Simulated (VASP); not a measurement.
Band structure of Ca2GaCu2 (space group Immm). Calculation: PBEsol GGA, VASP's PBE PAW potentials (set 64) (plane waves; VASP 6.6.1).

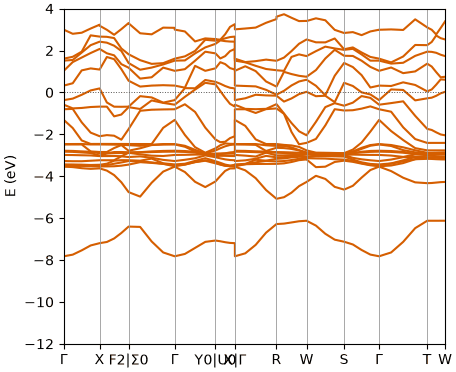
*Bands along high-symmetry lines, zero at the valence-band maximum or, without a gap, the Fermi level*

### Question
Read the plot: is there a gap, and where are the band edges?

### Answer
It has no gap at this level: it comes out as a metal or semimetal.

The structure comes from a computed database's Ca2GaCu2 entry; how it stands against other phases isn't given here. The cell was not relaxed at this level. The k-mesh is coarse (spacing up to 0.37 per Å, 2π included), so the numbers may not be converged in it. The electron count is odd and the run is not spin-polarised, which forces a metal.
